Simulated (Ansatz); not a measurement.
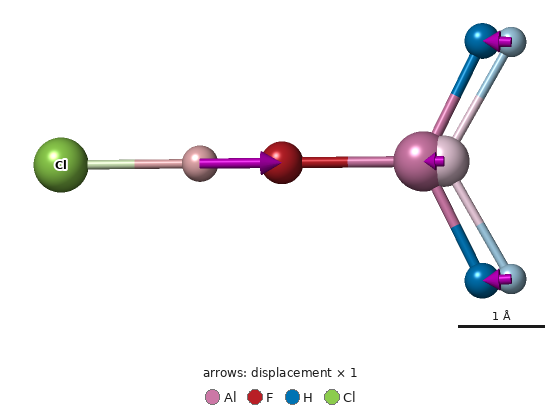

A relaxation of AlH₂ClF (multiplicity 2). The starting structure is drawn faded, the final one solid; purple arrows show the displacements, at their true length. The two geometries are superimposed by the best rigid fit.

The picture is a ball-and-stick view, seen face on.

The run prepares an end point of a later path (reaction) calculation, from a guessed geometry.

Level of theory: UKS PBE0/def2-SVP (Ansatz 0.2.0).

The input:
```yaml
crystal:
  periodic: [false, false, false]
  atoms:
    - { symbol: Al, position_ang: [0.0, 0.0, -0.332131] }
    - { symbol: F, position_ang: [0.0, 0.0, 2.554109] }
    - { symbol: H, position_ang: [1.397089, 0.0, -1.128151] }
    - { symbol: H, position_ang: [-1.397089, 0.0, -1.128151] }
    - { symbol: Cl, position_ang: [0.0, 0.0, 4.154324] }
magnetization:
  spin_polarized: true
  initial_magnetization: 1
basis:
  gaussian: { orbitals: def2-SVP }
hamiltonian:
  xc: pbe0
relax:
  f_tol: 0.03
  max_steps: 50
output:
  orbitals: {}
```

Command:
```bash
ansatz run input.yaml --threads 1 --pin off --max-ram 2048MiB --backend cpu --events-out ev --progress --plain --runs-dir out
```

**Which element moves most?**

Fluorine: up to 0.97 Å, against 0.34 Å for hydrogen.

**What did the optimiser do to the structure, and how much energy did it gain?**

The atom that moves furthest after the best rigid fit is F2 (0.97 Å). By element the largest moves are F 0.97 Å, H 0.34 Å, Al 0.24 Å, Cl 0.04 Å. Among the contacts that change: Al1–F2 2.886 → 1.674 Å, F2–Cl5 1.600 → 2.613 Å, Al1–H3 1.608 → 1.576 Å. New bonds form, among them: Al1–F2 (2.89 → 1.67 Å). Bonds break, among them: F2–Cl5 (1.60 → 2.61 Å). Among the angles between lasting bonds that change: H3–Al1–H4 120.7° → 127.4°. After 8 geometry steps the energy has fallen by 98.5 kcal/mol. The largest force component goes from 3.2 to 0.023 eV/Å. The run took 35 s on 1 thread of Arm Neoverse V1 (shared host), peak memory 0.15 GiB.

Limits of the set-up: the start holds two separate molecules, 2.9 Å apart at their closest, whose relative position is a soft coordinate and is computed without a dispersion correction.
